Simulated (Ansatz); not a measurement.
# BrGaH$_{2}$O$_{2}$ (SMILES [OH][Ga]([OH])[Br]): what the fields show

```
atom    x (Å)    y (Å)   z (Å)
  Br  -4.2216   0.9200  1.4168
  Ga  -2.6335  -0.6946  1.5450
   O  -3.0656  -2.2754  2.2054
   O  -0.9693  -0.4169  1.0007
   H  -2.3223  -2.8892  2.2139
   H  -0.8088   0.4674  0.6545
```

Geometry: PBE0-D4/def2-SVP.

The calculation used isolated molecule in a Gaussian basis; Kohn-Sham density functional theory, functional PBE0 in Ansatz.

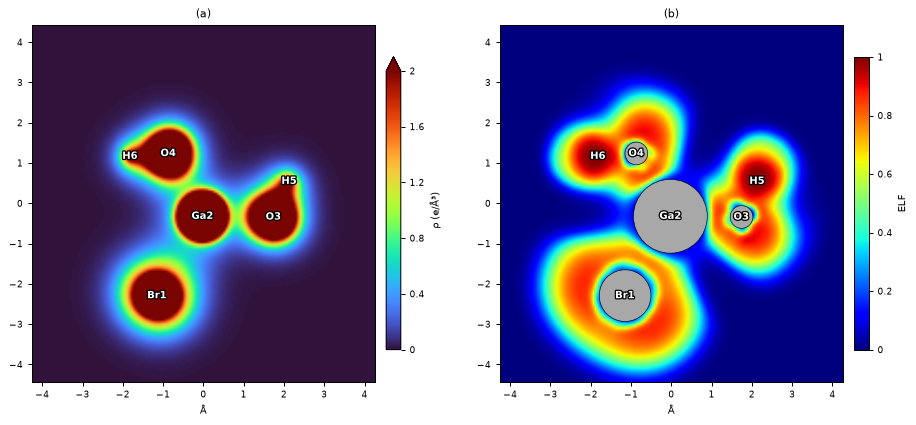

Figure 1. (a) electron density; (b) electron localisation function on the molecular plane. Grey discs cover the atomic cores in the ELF map.

> Describe what can be read from this map.

The section cuts through Br, Ga, O and H sites.
Ga–O (1.77 Å): the density is about 0.97 e/Å³ at the midpoint; the ELF peaks at about 0.85 in the valence shell of O, 0.6 Å from its nucleus, and is about 0.25 at the midpoint.
Ga–Br (2.27 Å): the density is about 0.68 e/Å³ at the midpoint; the ELF peaks at about 0.75 in the valence shell of Br, 1.0 Å from its nucleus, and is about 0.65 at the midpoint.
O–H (0.96 Å): ρ at the midpoint is about 3.8 e/Å³; the ELF climbs to about 1 towards the hydrogen, as it does in any bond to H: a covalent bond by its length.
The ELF also peaks beside Br1, O3 and O4, away from the bonds: lone-pair regions.

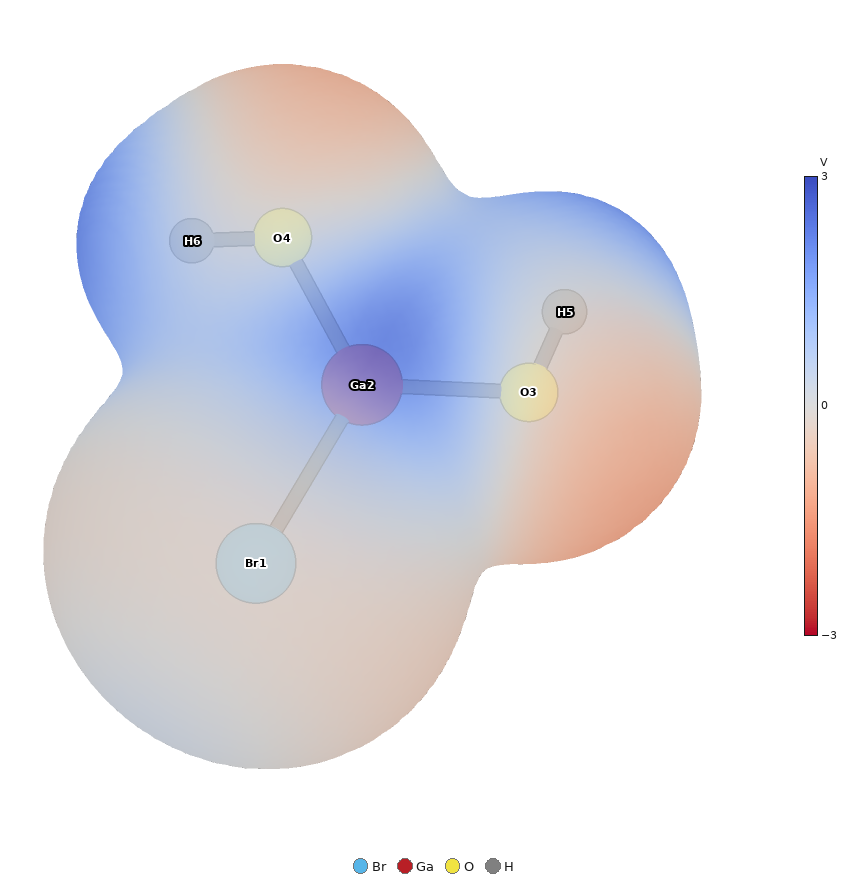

Figure 2. The electrostatic potential painted on the density surface at 0.001 e/bohr³, seen at a tilt; the colour scale runs from red (negative) to blue (positive).

> Where is the surface potential most negative and most positive?

The most negative region (about −1.2 V, or −28 kcal/mol for a unit charge) lies over O3, the most positive (about +2.2 V, or +51 kcal/mol for a unit charge) over Ga2. Br1 shows a σ-hole: about +0.2 V at the tip opposite its bond, against about −0.2 V on its flanks. O3 is the likeliest acceptor of a hydrogen bond.

> How polar is the molecule by this calculation?

Its dipole moment is 1.42 D.

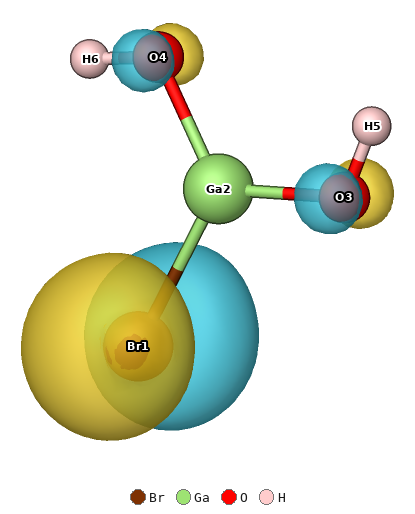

Figure 3. The HOMO−1 at ±0.15 Å⁻³ᐟ² (yellow and cyan are the two phases), seen at a tilt.

> Describe this orbital and give its energy.

It lies mainly on Br1 (about 85 %) and Ga2 (about 5 %); it changes sign across the molecular plane (π type). Its energy is −8.87 eV.

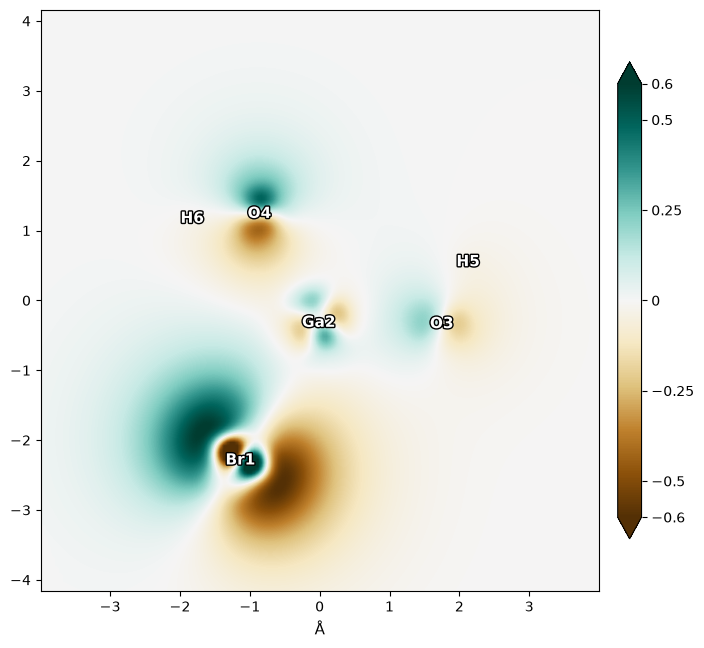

Figure 4. The HOMO on the molecular plane (values in Å⁻³ᐟ²; the overall sign is arbitrary).

> Where does this orbital lie, and at what energy?

Its weight (Hirshfeld) is mainly on Br1 (about 85 %) and Ga2 (about 5 %); it is symmetric in the molecular plane (an in-plane orbital: σ, lone-pair or in-plane π type); largely a lone pair of Br1. Its energy is −8.76 eV.
